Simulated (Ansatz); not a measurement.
# Nudged elastic band, with input and output: AlNH4ClF

AlNH4ClF, computed with RKS r2SCAN-D4/def2-SVP (Ansatz 0.2.0).

It belongs to a series of runs on one base structure; here: band between the two ends. Figures and captions count atoms from 1; the log counts them from 0 in places.

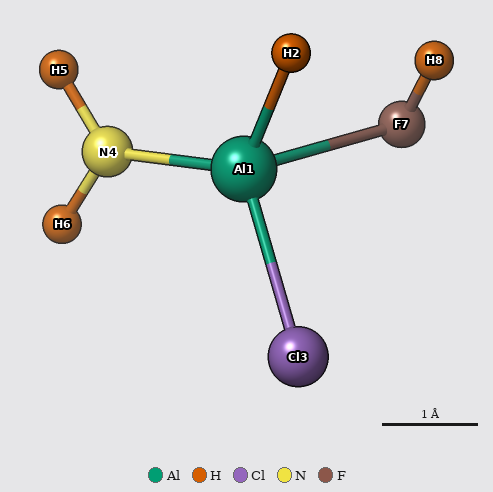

**Figure 1.** The input geometry (ball-and-stick view, seen at a tilt; atoms are numbered from 1 in the order of the input). Sticks mark near contacts.

## Input file
```yaml
crystal:
  periodic: [false, false, false]
  atoms:
    - { symbol: Al, position_ang: [-0.059321, 0.022813, 0.006338] }
    - { symbol: H, position_ang: [-0.019498, -0.534048, 1.501744] }
    - { symbol: Cl, position_ang: [1.750203, 0.151977, -1.097617] }
    - { symbol: "N", position_ang: [-1.569916, -0.032423, -0.914811] }
    - { symbol: H, position_ang: [-2.473404, -0.31337, -0.547453] }
    - { symbol: H, position_ang: [-1.644756, 0.140269, -1.912481] }
    - { symbol: F, position_ang: [0.040355, 1.891434, 0.930813] }
    - { symbol: H, position_ang: [0.138436, 1.571548, 1.810467] }
basis:
  gaussian: { orbitals: def2-SVP }
hamiltonian:
  xc: r2scan
  dispersion: d4
neb:
  order_check: false
  images: 5
  f_tol: 0.03
  max_iterations: 60
  final_atoms:
    - { symbol: Al, position_ang: [-0.010478, 0.7078598, -0.3465492] }
    - { symbol: H, position_ang: [-0.03641819, -0.13257136, 1.7890119] }
    - { symbol: Cl, position_ang: [1.77418622, -0.31370027, -0.7552304] }
    - { symbol: "N", position_ang: [-1.54803547, 0.05048084, -0.88364158] }
    - { symbol: H, position_ang: [-1.66310887, -0.82293599, -1.38662438] }
    - { symbol: H, position_ang: [-2.43896228, 0.53061906, -0.80920056] }
    - { symbol: F, position_ang: [0.06346501, 2.2599035, 0.25645745] }
    - { symbol: H, position_ang: [0.02145057, 0.61854441, 1.91277678] }
  initial_path:
    images:
      - { positions_ang: [[-0.059321, 0.022813, 0.006338], [-0.019498, -0.534048, 1.501744], [1.750203, 0.151977, -1.097617], [-1.569916, -0.032423, -0.914811], [-2.473404, -0.31337, -0.547453], [-1.644756, 0.140269, -1.912481], [0.040355, 1.891434, 0.930813], [0.138436, 1.571548, 1.810467]] }
      - { positions_ang: [[-0.03910944, 0.01602744, 0.00689851], [-0.01291211, -0.34150785, 1.64035488], [1.81117388, 0.09651087, -1.10034779], [-1.60022568, -0.02972981, -0.92738852], [-2.42453331, -0.48921129, -0.64387084], [-1.7340371, 0.35264971, -1.8078845], [0.05464608, 1.89503716, 0.81881017], [0.10709668, 1.39842377, 1.79042809]] }
      - { positions_ang: [[-0.01889787, 0.00924189, 0.00745901], [-0.00632622, -0.1489677, 1.77896575], [1.87214476, 0.04104475, -1.10307858], [-1.63053536, -0.02703662, -0.93996604], [-2.37566263, -0.66505259, -0.74028867], [-1.8233182, 0.56503041, -1.703288], [0.06893716, 1.89864032, 0.70680735], [0.07575735, 1.22529953, 1.77038918]] }
      - { positions_ang: [[0.00131369, 0.00245633, 0.00801952], [0.00025967, 0.04357245, 1.91757663], [1.93311564, -0.01442138, -1.10580937], [-1.66084503, -0.02434343, -0.95254356], [-2.32679194, -0.84089388, -0.83670651], [-1.9125993, 0.77741112, -1.5986915], [0.08322824, 1.90224348, 0.59480452], [0.04441803, 1.0521753, 1.75035027]] }
      - { positions_ang: [[-0.00261687, 0.23759082, -0.11017005], [-0.01196629, -0.01514215, 1.87472172], [1.88013917, -0.11418101, -0.98894972], [-1.62324185, 0.00059799, -0.92957623], [-2.10556425, -0.83490792, -1.02001247], [-2.08805363, 0.6951471, -1.33552785], [0.0766405, 2.02146349, 0.48202216], [0.03676221, 0.90763167, 1.80449244]] }
      - { positions_ang: [[-0.00654743, 0.47272531, -0.22835963], [-0.02419224, -0.07385676, 1.83186681], [1.8271627, -0.21394064, -0.87209006], [-1.58563866, 0.02553942, -0.9066089], [-1.88433656, -0.82892195, -1.20331842], [-2.26350796, 0.61288308, -1.0723642], [0.07005276, 2.1406835, 0.3692398], [0.02910639, 0.76308804, 1.85863461]] }
      - { positions_ang: [[-0.010478, 0.7078598, -0.3465492], [-0.03641819, -0.13257136, 1.7890119], [1.77418622, -0.31370027, -0.7552304], [-1.54803547, 0.05048084, -0.88364158], [-1.66310887, -0.82293599, -1.38662438], [-2.43896228, 0.53061906, -0.80920056], [0.06346501, 2.2599035, 0.25645745], [0.02145057, 0.61854441, 1.91277678]] }
```

Launch command:
```bash
ansatz run input.yaml --threads 2 --pin off --max-ram 3072MiB --backend cpu --events-out ev --progress --plain --runs-dir out
```

## What the program printed
```
Engine: ansatz 0.2.0, aarch64-unknown-linux-gnu
Functional definition: r2SCAN
  parameter k0 = 0.174
  parameter k1 = 0.065
  parameter a1 = 4.9479
  exchange = r2scan_x(k0 = k0, k1 = k1, a1 = a1)
  correlation = r2scan_c
940 factors; their error is unknown
mean field evaluation 1: about -23373.9968 eV, gradient 6.3e1 eV
mean field evaluation 2: about -23342.3873 eV, gradient 1.1e2 eV
mean field evaluation 4: about -23381.8432 eV, gradient 9.7e0 eV
mean field evaluation 8: about -23381.9884 eV, gradient 1.3e-1 eV
mean field evaluation 16: about -23381.9364 eV, gradient 3.2e-5 eV
mean field -23381.93640835 eV, -859.2703141610 hartree, gradient 3.3e-5 eV, S^2 0.000000; 0 other end points of the search recorded, 0 dependent functions left out
the calculation of the forces begins
reference -23381.93641898 eV, -859.2703145518 hartree; 25, 25 occupied and 59, 59 virtual orbitals, 940 factors
940 factors; their error is unknown
mean field evaluation 32: about -23383.2338 eV, gradient 2.3e-4 eV
mean field -23383.23383340 eV, -859.3179936525 hartree, gradient 4.8e-5 eV, S^2 0.000000; 0 other end points of the search recorded, 0 dependent functions left out
[... from here on the field's lines of each further geometry are left out, up to the last ...]
NEB iter   1: max|band force component| = 5.823e0 eV/Å  barrier→ = 1.3389 eV  barrier← = 2.6381 eV  Δτ_max = 0.2000 Å  (189 SCF iters)
NEB iter   2: max|band force component| = 2.344e0 eV/Å  barrier→ = 0.2254 eV  barrier← = 1.5245 eV  Δτ_max = 0.2000 Å  (168 SCF iters)
NEB iter   3: max|band force component| = 1.755e0 eV/Å  barrier→ = 0.1497 eV  barrier← = 1.4489 eV  Δτ_max = 0.1411 Å  (160 SCF iters)
NEB iter   4: max|band force component| = 1.069e0 eV/Å  barrier→ = 0.0336 eV  barrier← = 1.3328 eV  Δτ_max = 0.1842 Å  (144 SCF iters)
NEB iter   5: max|band force component| = 1.110e0 eV/Å  barrier→ = 0.0278 eV  barrier← = 1.3270 eV  Δτ_max = 0.0917 Å  (149 SCF iters)
NEB iter   6: max|band force component| = 8.641e-1 eV/Å  barrier→ = 0.0253 eV  barrier← = 1.3245 eV  Δτ_max = 0.0951 Å  (145 SCF iters)
NEB iter   7: max|band force component| = 1.030e0 eV/Å  barrier→ = 0.0286 eV  barrier← = 1.3278 eV  Δτ_max = 0.0476 Å  (142 SCF iters)
NEB iter   8: max|band force component| = 7.400e-1 eV/Å  barrier→ = 0.0252 eV  barrier← = 1.3243 eV  Δτ_max = 0.0476 Å  (147 SCF iters)
NEB iter   9: max|band force component| = 7.450e-1 eV/Å  barrier→ = 0.0157 eV  barrier← = 1.3148 eV  Δτ_max = 0.0475 Å  (143 SCF iters)
NEB iter  10: max|band force component| = 6.874e-1 eV/Å  barrier→ = 0.0089 eV  barrier← = 1.3081 eV  Δτ_max = 0.0952 Å  (144 SCF iters)
NEB iter  11: max|band force component| = 5.378e-1 eV/Å  barrier→ = 0.0047 eV  barrier← = 1.3039 eV  Δτ_max = 0.0948 Å  (143 SCF iters)
NEB iter  12: max|band force component| = 4.076e-1 eV/Å  barrier→ = 0.0101 eV  barrier← = 1.3092 eV  CI = image 1  Δτ_max = 0.1872 Å  (142 SCF iters)
NEB iter  13: max|band force component| = 4.399e-1 eV/Å  barrier→ = 0.0124 eV  barrier← = 1.3115 eV  CI = image 1  Δτ_max = 0.0948 Å  (141 SCF iters)
NEB iter  14: max|band force component| = 4.448e-1 eV/Å  barrier→ = 0.0126 eV  barrier← = 1.3117 eV  CI = image 1  Δτ_max = 0.0449 Å  (140 SCF iters)
NEB iter  15: max|band force component| = 3.742e-1 eV/Å  barrier→ = 0.0101 eV  barrier← = 1.3093 eV  CI = image 1  Δτ_max = 0.0476 Å  (147 SCF iters)
NEB iter  16: max|band force component| = 1.335e-1 eV/Å  barrier→ = 0.0091 eV  barrier← = 1.3082 eV  CI = image 1  Δτ_max = 0.0930 Å  (144 SCF iters)
NEB iter  17: max|band force component| = 1.228e-1 eV/Å  barrier→ = 0.0082 eV  barrier← = 1.3074 eV  CI = image 1  Δτ_max = 0.0929 Å  (141 SCF iters)
NEB iter  18: max|band force component| = 1.279e-1 eV/Å  barrier→ = 0.0078 eV  barrier← = 1.3070 eV  CI = image 1  Δτ_max = 0.0321 Å  (140 SCF iters)
NEB iter  19: max|band force component| = 8.933e-2 eV/Å  barrier→ = 0.0078 eV  barrier← = 1.3069 eV  CI = image 1  Δτ_max = 0.0399 Å  (142 SCF iters)
NEB iter  20: max|band force component| = 6.992e-2 eV/Å  barrier→ = 0.0077 eV  barrier← = 1.3068 eV  CI = image 1  Δτ_max = 0.0472 Å  (146 SCF iters)
NEB iter  21: max|band force component| = 8.056e-2 eV/Å  barrier→ = 0.0077 eV  barrier← = 1.3069 eV  CI = image 1  Δτ_max = 0.0238 Å  (145 SCF iters)
NEB iter  22: max|band force component| = 3.590e-2 eV/Å  barrier→ = 0.0076 eV  barrier← = 1.3068 eV  CI = image 1  Δτ_max = 0.0319 Å  (145 SCF iters)
the calculation of the forces begins
reference -23383.20255378 eV, -859.3168441476 hartree; 25, 25 occupied and 59, 59 virtual orbitals, 940 factors
940 factors; their error is unknown
mean field -23381.92864004 eV, -859.2700286810 hartree, gradient 2.3e-5 eV, S^2 0.000000; 1 other end points of the search recorded, 0 dependent functions left out
the calculation of the forces begins
reference -23381.92865068 eV, -859.2700290720 hartree; 25, 25 occupied and 59, 59 virtual orbitals, 940 factors
NEB iter  23: max|band force component| = 2.819e-2 eV/Å  barrier→ = 0.0076 eV  barrier← = 1.3068 eV  CI = image 1  Δτ_max = 0.0000 Å  (278 SCF iters)
```

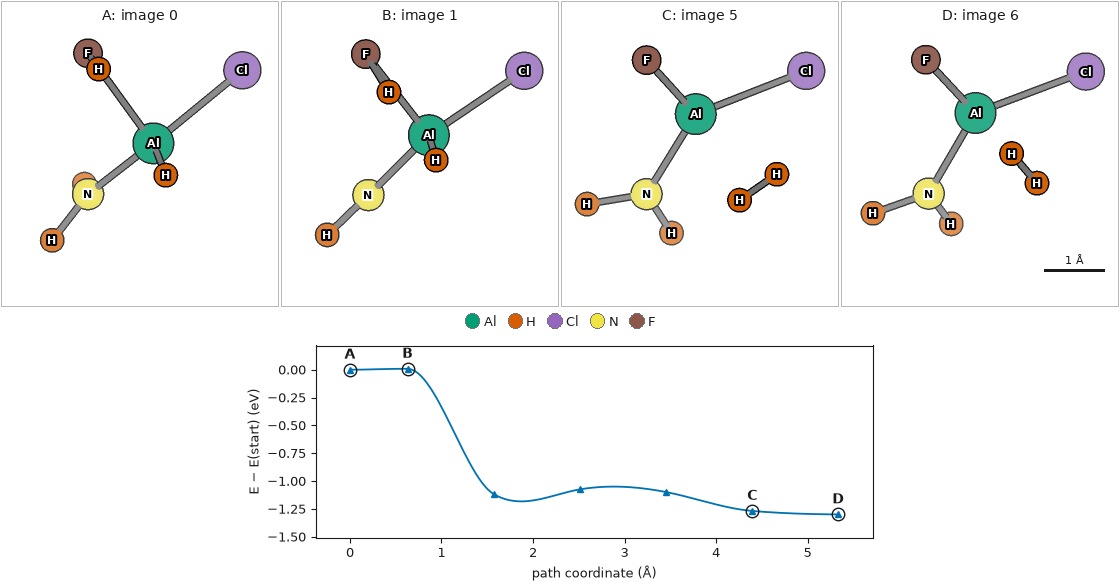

**Figure 2.** Images of the last band (counted from 0; ball-and-stick, seen at a tilt) above the energy along the path; the line is a cubic interpolation that uses the forces. The highest image is number 1, 0.008 eV above the start and 1.307 eV above the end (the climbing image); the end lies 1.299 eV below the start. A further maximum stands at image 3, −1.074 eV from the start, so the path isn't one elementary step. The path is 5.34 Å long. The band converged in 23 iterations.

```
Total energy: -23381.96303931 eV, -859.2712928310 hartree
Atom 0 at    -0.035241     0.188796    -0.043074 Å, force     0.001443     0.005214     0.001427 eV/Å
Atom 1 at     0.010433    -0.259830     1.543403 Å, force    -0.000223    -0.001001     0.000569 eV/Å
Atom 2 at     1.784649     0.150715    -1.108232 Å, force    -0.000210     0.000618     0.000654 eV/Å
Atom 3 at    -1.559044    -0.011580    -0.907624 Å, force    -0.005111    -0.001485     0.000503 eV/Å
Atom 4 at    -2.468015    -0.157927    -0.480933 Å, force     0.000802    -0.000915    -0.001869 eV/Å
Atom 5 at    -1.647268    -0.028815    -1.918685 Å, force     0.001223     0.000284     0.001064 eV/Å
Atom 6 at     0.027398     1.888628     1.018146 Å, force     0.002863     0.007648    -0.011315 eV/Å
Atom 7 at     0.049186     1.128214     1.673999 Å, force    -0.000786    -0.010363     0.008969 eV/Å
Dipole moment:    -0.491233     0.025459     0.227249 e Å
this run last wrote the band of iteration 23 to [file]
```

## The last band as extended XYZ (Å, eV, eV/Å)
```
8
Properties=species:S:1:pos:R:3:forces:R:3 image=0 energy=-23381.97065
Al   -0.0593    0.0228    0.0063    0.0018  -0.0006  -0.0093
H    -0.0195   -0.5340    1.5017    0.0004  -0.0039   0.0059
Cl    1.7502    0.1520   -1.0976   -0.0006   0.0024   0.0061
N    -1.5699   -0.0324   -0.9148   -0.0098   0.0033  -0.0049
H    -2.4734   -0.3134   -0.5475    0.0089   0.0029  -0.0005
H    -1.6448    0.1403   -1.9125   -0.0019  -0.0041   0.0052
F     0.0404    1.8914    0.9308    0.0024  -0.0088   0.0239
H     0.1384    1.5715    1.8105   -0.0013   0.0088  -0.0264
8
Properties=species:S:1:pos:R:3:forces:R:3 image=1 energy=-23381.96303
Al   -0.0352    0.1888   -0.0431    0.0014   0.0052   0.0014
H     0.0104   -0.2598    1.5434   -0.0002  -0.0010   0.0006
Cl    1.7846    0.1507   -1.1082   -0.0002   0.0006   0.0007
N    -1.5590   -0.0116   -0.9076   -0.0051  -0.0015   0.0005
H    -2.4680   -0.1579   -0.4809    0.0008  -0.0009  -0.0019
H    -1.6473   -0.0288   -1.9187    0.0012   0.0003   0.0011
F     0.0274    1.8886    1.0181    0.0029   0.0076  -0.0113
H     0.0492    1.1282    1.6740   -0.0008  -0.0104   0.0090
8
Properties=species:S:1:pos:R:3:forces:R:3 image=2 energy=-23383.08793
Al   -0.0530    0.6765   -0.1985   -0.0086   0.3839  -0.1242
H     0.0229   -0.2689    1.6802    0.0184   0.0070   0.1033
Cl    1.7771    0.1135   -1.0584   -0.0034  -0.0222   0.0425
N    -1.5396    0.0179   -0.8756    0.0067   0.0135   0.0444
H    -2.4709    0.0288   -0.4737    0.0086   0.1132   0.0132
H    -1.6006   -0.2375   -1.8571    0.0338  -0.1706   0.0528
F    -0.0242    2.0675    0.7536   -0.0437   0.1548  -0.2265
H     0.0503    0.5003    1.8064   -0.0117  -0.4797   0.0945
8
Properties=species:S:1:pos:R:3:forces:R:3 image=3 energy=-23383.04495
Al    0.0185    0.8000   -0.2958    0.0121   0.0018   0.0071
H     0.0466   -0.3773    1.5095   -0.0180  -0.0028   0.0034
Cl    1.8765   -0.0239   -0.8333   -0.0060   0.0238  -0.0341
N    -1.5072    0.0819   -0.8192   -0.0237  -0.0250  -0.0254
H    -2.2434   -0.2376   -0.1989   -0.0393   0.0840   0.0222
H    -1.8584    0.0880   -1.7711    0.0485  -0.0662  -0.0270
F     0.1159    2.3061    0.4137   -0.0129  -0.0311   0.0498
H    -0.2863    0.2611    1.7720    0.0392   0.0156   0.0041
8
Properties=species:S:1:pos:R:3:forces:R:3 image=4 energy=-23383.06905
Al    0.0116    0.7904   -0.3039   -0.0069  -0.0039   0.0027
H     0.1950   -0.2547    1.5729    0.0237   0.0228   0.0179
Cl    1.8388   -0.1884   -0.6868   -0.0077  -0.0296   0.0365
N    -1.5845    0.1688   -0.7391    0.0022   0.0329   0.0027
H    -1.9619   -0.7277   -0.4530    0.0523  -0.0935  -0.0600
H    -2.1240    0.5159   -1.5259   -0.0527   0.0689   0.0530
F     0.1727    2.3781    0.1675    0.0092   0.0152  -0.0464
H    -0.3857    0.2158    1.7453   -0.0202  -0.0128  -0.0063
8
Properties=species:S:1:pos:R:3:forces:R:3 image=5 energy=-23383.23853
Al    0.0158    0.7587   -0.3532    0.0034  -0.0024  -0.0023
H     0.3236   -0.0045    1.7503    0.0117   0.0341   0.0241
Cl    1.8009   -0.3153   -0.6255   -0.0103  -0.0175   0.0090
N    -1.5577    0.1118   -0.7973    0.0048  -0.0118  -0.0075
H    -1.7597   -0.8618   -0.9974    0.0187  -0.0081  -0.0723
H    -2.3738    0.6813   -0.9951   -0.0217   0.0150   0.0635
F     0.1367    2.3692    0.0402    0.0021  -0.0027  -0.0159
H    -0.4238    0.1589    1.7550   -0.0087  -0.0065   0.0015
8
Properties=species:S:1:pos:R:3:forces:R:3 image=6 energy=-23383.26981
Al   -0.0105    0.7079   -0.3465   -0.0022  -0.0006  -0.0077
H    -0.0364   -0.1326    1.7890   -0.0003  -0.0037  -0.0010
Cl    1.7742   -0.3137   -0.7552   -0.0089   0.0025   0.0048
N    -1.5480    0.0505   -0.8836    0.0069   0.0137   0.0037
H    -1.6631   -0.8229   -1.3866    0.0071  -0.0061  -0.0010
H    -2.4390    0.5306   -0.8092   -0.0099  -0.0039  -0.0003
F     0.0635    2.2599    0.2565    0.0046  -0.0067   0.0025
H     0.0215    0.6185    1.9128    0.0027   0.0049  -0.0010
```

## Results in brief

- outcome: converged
- barrier, forward: 0.008 eV
- barrier, backward: 1.307 eV
- hardware: 2 threads of Arm Neoverse V1, 24 GiB of memory available, shared host
- wall time: 5.3 min (CPU time 10 min)
- peak memory: 0.14 GiB

## Remarks

The order of the saddle point was not checked.
